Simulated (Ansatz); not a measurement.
# Computed energy over volume and axial ratio: HgS (cinnabar type, space group P3_221)

HgS (cinnabar type, space group P3_221)

```
CELL_PARAMETERS angstrom
      4.13888     0.00000     0.00000
     -2.06944     3.58437     0.00000
      0.00000     0.00000     9.40775
ATOMIC_POSITIONS crystal
  Hg 0.71013 0.00000 0.66667
  Hg 0.00000 0.71013 0.33333
  Hg 0.28987 0.28987 0.00000
  S  0.49980 0.00000 0.16667
  S  0.00000 0.49980 0.83333
  S  0.50020 0.50020 0.50000
```

Two coordinates are scanned: the volume, and the ratio of the stretch along z (the conventional c axis) to the stretch across it. Atoms keep their fractional coordinates.

Level of theory: PBEsol (plane waves to 420 eV, PAW, scalar-relativistic; Ansatz, a quantum-chemistry and plane-wave program). k mesh 9×9×4 (Γ-centred), Fermi-Dirac smearing 0.05 eV. E stands for the smeared free energy. As the atoms are clamped, bonds stretch with the cell, which overstates energies and stresses. HgS was relaxed with its symmetry unable to fall. Spin-orbit coupling is left out, though Hg is heavy. The zero of ΔE is the relaxed starting cell.

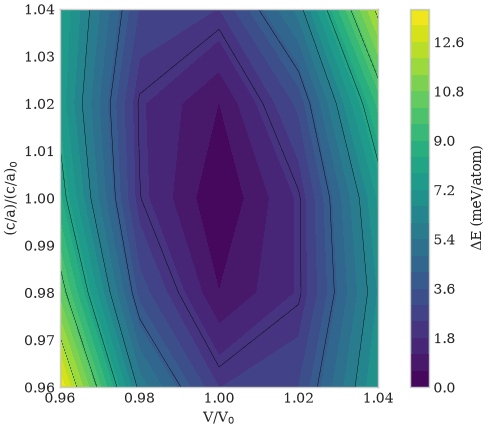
Fig. 1. ΔE (meV/atom) over the 5×5 grid of computed points.

The modulus against c/a change at fixed volume, (3/4V)·∂²E/∂(ln c/a)² (fit, atoms clamped) is 15.4 GPa, an upper bound as the atoms could relax. Lowest place on the grid: V/V₀ = 1.000, (c/a)/(c/a)₀ = 1.000 (0.0 meV/atom). Highest place on the grid: V/V₀ = 0.960, (c/a)/(c/a)₀ = 0.960 (13.7 meV/atom).

Near the relaxed cell σzz − σxx = −2Cδ (compression positive), C being this modulus and δ the logarithm of the ratio.

(A scan under strain: stresses follow from slopes of the energy per volume, elastic moduli from its curvatures.)
